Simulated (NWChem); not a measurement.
**GeNH2F (SMILES [NH2][Ge][F]): levels of theory compared**

Wanted: a comparison of 4 runs (HF/STO-3G, HF/3-21G, B3LYP/6-31G*) of GeNH2F. 

The calculation is run with NWChem 7.3.0.

## 1. Starting point

GeNH2F: 5 atoms, total charge 0, spin state singlet. SMILES: `[NH2][Ge][F]`. The shape is that of a PBE0-D4/def2-TZVP optimisation. This is one conformer, not always the lowest.

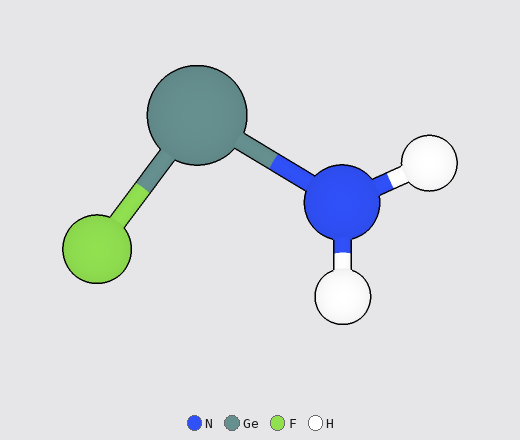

The structure, seen from a chosen angle (nitrogen blue, germanium teal, fluorine green, hydrogen white).

## 2. Energy and forces at HF/STO-3G (run 1)

run.py reads:

```python
from ase import Atoms
from ase.calculators.nwchem import NWChem

molecule = Atoms(['N', 'Ge', 'F', 'H', 'H'], positions=[
    [-0.477700, 0.347600, -0.204700],
    [0.434100, -0.305200, 1.217200],
    [1.598300, -1.203900, 0.235500],
    [-1.280100, 0.952600, -0.130600],
    [-0.224500, 0.135300, -1.158700],
])

calc = NWChem(
    label='geom',
    theory='scf',
    memory='2200 mb',
    basis='STO-3G',
    basispar='spherical bse',
    scf={'nopen': '0', 'rhf': None, 'thresh': '1e-08', 'maxiter': '80'},
)
molecule.calc = calc

forces = molecule.get_forces()
e = molecule.get_potential_energy()
print(f"E = {e:.6f} eV")
print("forces (eV/A):")
for s, f in zip(molecule.symbols, forces):
    print(f"{s:2s} {f[0]:10.5f} {f[1]:10.5f} {f[2]:10.5f}")
print("dipole (e A):", molecule.get_dipole_moment().round(4))
```

Run with:

```console
$ export ASE_NWCHEM_COMMAND="nwchem PREFIX.nwi > PREFIX.nwo"
$ python run.py
```

Output:

```text
E = -59992.850539 eV
forces (eV/A):
N     2.42044   -1.74712    3.15978
Ge    0.08294   -0.14902   -3.69504
F    -1.96458    1.50919    1.32340
H    -0.37944    0.28138   -0.18790
H    -0.15936    0.10557   -0.60030
dipole (e A): [-0.2199  0.1641 -0.0564]
```

The calculator wrote geom.nwi:

```
title "geom"

permanent_dir geom

scratch_dir geom

start geom

geometry units angstrom nocenter noautosym noautoz
  N  -4.7770000000000001e-01 3.4760000000000002e-01 -2.0469999999999999e-01
  Ge 4.3409999999999999e-01 -3.0520000000000003e-01 1.2172000000000001e+00
  F  1.5983000000000001e+00 -1.2039000000000000e+00 2.3549999999999999e-01
  H  -1.2801000000000000e+00 9.5260000000000000e-01 -1.3059999999999999e-01
  H  -2.2450000000000001e-01 1.3530000000000000e-01 -1.1587000000000001e+00
end

memory 2200 mb

basis spherical bse noprint
   * library STO-3G
end

scf
  nopen 0
  rhf
  thresh 1e-08
  maxiter 80
end

task scf gradient
```

geom.nwo:

```text
Northwest Computational Chemistry Package (NWChem) 7.3.0
             --------------------------------------------------------

           Job information
           ---------------

    nwchem branch   = 7.3.0
    use scalapack   = T
    input           = geom.nwi
    prefix          = geom.
    data base       = geom/geom.db
    status          = startup
    nproc           =        1

           Memory information
           ------------------

    heap     =     72089596 doubles =      550.0 Mbytes
    stack    =     72089601 doubles =      550.0 Mbytes
    global   =    144179200 doubles =     1100.0 Mbytes (distinct from heap & stack)
    total    =    288358397 doubles =     2200.0 Mbytes
    verify   = yes
    hardfail = no

[... 127 lines left out ...]
 Convergence threshold     :          1.000E-08
[... 12 lines left out ...]
       Final RHF  results
[... 3 lines left out ...]
      One-electron energy =  -3473.808536526792
[... 1 line left out ...]
 Nuclear repulsion energy =    188.583797278067
[... 38 lines left out ...]
                       ROHF Final Molecular Orbital Analysis
[... 194 lines left out ...]
    atom               coordinates                        gradient
                 x          y          z           x          y          z
   1 N      -0.902722   0.656869  -0.386827   -0.047070   0.033976  -0.061448
   2 Ge      0.820330  -0.576744   2.300174   -0.001613   0.002898   0.071857
   3 F       3.020349  -2.275041   0.445030    0.038205  -0.029349  -0.025736
   4 H      -2.419038   1.800153  -0.246798    0.007379  -0.005472   0.003654
   5 H      -0.424243   0.255680  -2.189626    0.003099  -0.002053   0.011674

                 ----------------------------------------
                 |  Time  |  1-e(secs)   |  2-e(secs)   |
                 ----------------------------------------
                 |  CPU   |       0.00   |       0.66   |
                 ----------------------------------------
                 |  WALL  |       0.00   |       0.66   |
                 ----------------------------------------

 Task  times  cpu:        2.5s     wall:        2.5s
 Total times  cpu:        2.5s     wall:        2.5s
```

It took 3.9 s on 1 thread of Intel Xeon Platinum 8488C (Sapphire Rapids), shared host; peak memory 0.099 GiB.

## 3. Energy and forces at HF/3-21G (run 2)

calc.nw reads:

```
start calc
title "FGeH2N"
memory total 2200 mb

geometry units angstroms noautosym nocenter noautoz
  N    -0.477700    0.347600   -0.204700
  Ge    0.434100   -0.305200    1.217200
  F     1.598300   -1.203900    0.235500
  H    -1.280100    0.952600   -0.130600
  H    -0.224500    0.135300   -1.158700
end

basis spherical bse
  N library 3-21G
  Ge library 3-21G
  F library 3-21G
  H library 3-21G
end

scf
  thresh 1e-08
  maxiter 80
  print low
end

task scf gradient
```

Run with:

```console
$ nwchem calc.nw > calc.out
```

Output:

```text
[...]
  functions       =    44
[...]
  wavefunction    = RHF
[...]
         Total SCF energy =  -2219.629814740624
      One-electron energy =  -3474.961624359646
      Two-electron energy =   1066.748012340954
 Nuclear repulsion energy =    188.583797278067
        Time for solution =      2.0s
[...]
                         RHF ENERGY GRADIENTS
    atom               coordinates                        gradient
                 x          y          z           x          y          z
   1 N      -0.902722   0.656869  -0.386827   -0.008454   0.006098  -0.010989
   2 Ge      0.820330  -0.576744   2.300174   -0.013086   0.010624   0.033051
   3 F       3.020349  -2.275041   0.445030    0.023507  -0.018131  -0.018880
   4 H      -2.419038   1.800153  -0.246798   -0.004363   0.003297   0.000951
   5 H      -0.424243   0.255680  -2.189626    0.002396  -0.001887  -0.004133
 Task  times  cpu:        2.9s     wall:        2.9s
 Total times  cpu:        2.9s     wall:        2.9s
```

It took 3.6 s on 1 thread of Intel Xeon Platinum 8488C (Sapphire Rapids), shared host; peak memory 0.098 GiB.

Run 3 isn't shown in full; the table further down has it.

## 4. Energy and gradient at B3LYP/6-31G(d) (Cartesian functions) (run 4)

fgeh2n.nw reads:

```
start fgeh2n
memory 2200 mb

geometry units au noautosym nocenter noautoz
  N   -0.90272217   0.65686880  -0.38682694
  Ge   0.82033011  -0.57674441   2.30017464
  F    3.02034926  -2.27504128   0.44503050
  H   -2.41903841   1.80015311  -0.24679823
  H   -0.42424351   0.25567994  -2.18962566
end

basis "ao basis" cartesian
  * library 6-31G*
end

dft
  xc b3lyp
  grid xfine
  convergence energy 1e-08
  maxiter 100
  mulliken
end

task dft gradient
```

Run with:

```console
$ nwchem fgeh2n.nw > fgeh2n.out
```

Output:

```text
[...]
          Wavefunction type:  closed shell.
          No. of atoms     :     5
          No. of electrons :    50
[...]
          Charge           :     0
          Spin multiplicity:     1
[...]
          AO basis - number of functions:    69
[...]
              XC Information
              --------------
                         B3LYP Method XC Potential
                     Hartree-Fock (Exact) Exchange  0.200
                        Slater Exchange Functional  0.800 local
                    Becke 1988 Exchange Functional  0.720 non-local
              Lee-Yang-Parr Correlation Functional  0.810
                  VWN I RPA Correlation Functional  0.190 local
[...]
 d= 0,ls=0.0,diis     1  -2232.5271138042 -2.42D+03  2.27D-02  1.50D+00     2.1
[...]
 d= 0,ls=0.0,diis    11  -2232.6137508975 -1.72D-09  3.13D-07  5.72D-10    19.3
         Total DFT energy =    -2232.613750897520
      One electron energy =    -3485.617820227061
           Coulomb energy =     1161.638681510472
    Exchange-Corr. energy =      -97.218395886918
 Nuclear repulsion energy =      188.583783705987
[...]
      Total Density - Mulliken Population Analysis
     ---------------------------------------------
    Atom       Charge   Shell Charges
 -----------   ------   -------------------------------------------------------
    1 N    7     7.79   1.99  0.78  2.51  0.81  1.67  0.03
    2 Ge  32    31.46   2.00  1.99  6.00  1.93  5.99  1.54  1.29  0.39  0.20  6.93  2.98  0.24
    3 F    9     9.42   1.99  0.94  3.29  0.97  2.16  0.06
    4 H    1     0.67   0.50  0.17
    5 H    1     0.66   0.50  0.16
[...]
  wavefunction    = closed shell
                         DFT ENERGY GRADIENTS
    atom               coordinates                        gradient
                 x          y          z           x          y          z
   1 N      -0.902722   0.656869  -0.386827    0.002613  -0.001889   0.003375
   2 Ge      0.820330  -0.576744   2.300175   -0.003814   0.002674  -0.008711
   3 F       3.020349  -2.275041   0.445031   -0.001698   0.001293   0.000932
   4 H      -2.419038   1.800153  -0.246798    0.004292  -0.003242  -0.000350
   5 H      -0.424244   0.255680  -2.189626   -0.001393   0.001164   0.004754
[...]
```

Wall time 27 s (1 thread of Intel Xeon Platinum 8488C (Sapphire Rapids), shared host); peak memory 0.13 GiB.

## 5. The series

| run | level | iteration cap | module | energy (Eh) | dipole moment (D) | HOMO energy (eV) | LUMO energy (eV) | wall time |
| --- | --- | --- | --- | --- | --- | --- | --- | --- |
| 1 | HF/STO-3G | 80 | scf | -2204.696611 | 1.35 | -6.70 | 6.03 | 3.9 s |
| 2 | HF/3-21G | 80 | scf | -2219.629815 | – | – | – | 3.6 s |
| 3 | B3LYP/6-31G* (spherical functions) | 100 | dft | -2232.605635 | 2.56 | -7.33 | -1.46 | 24 s |
| 4 | B3LYP/6-31G* (Cartesian functions) | 100 | dft | -2232.613751 | 2.55 | -7.33 | -1.45 | 27 s |

## 6. Summary of results

| quantity | value |
| --- | --- |
| run 4: total energy | -2232.61375 Eh |
| run 4: dipole moment | 2.55 D |
| run 4: HOMO energy | -7.33 eV |
| run 4: LUMO energy | -1.45 eV |
| run 4: HOMO–LUMO gap | 5.87 eV |
| run 4: largest force on an atom | 0.508 eV/Å |

What this shows: Over runs 1, 3, 4 the dipole moment (its size) runs from 1.35 D (HF/STO-3G) to 2.56 D (B3LYP/6-31G*). The two ends differ in method and basis. Over runs 1, 3, 4 the HOMO–LUMO gap runs from 5.87 eV (B3LYP/6-31G*) to 12.73 eV (HF/STO-3G). In run 1 the basis is minimal, so the values are rough. All runs together took 59 s, the longest 27 s.
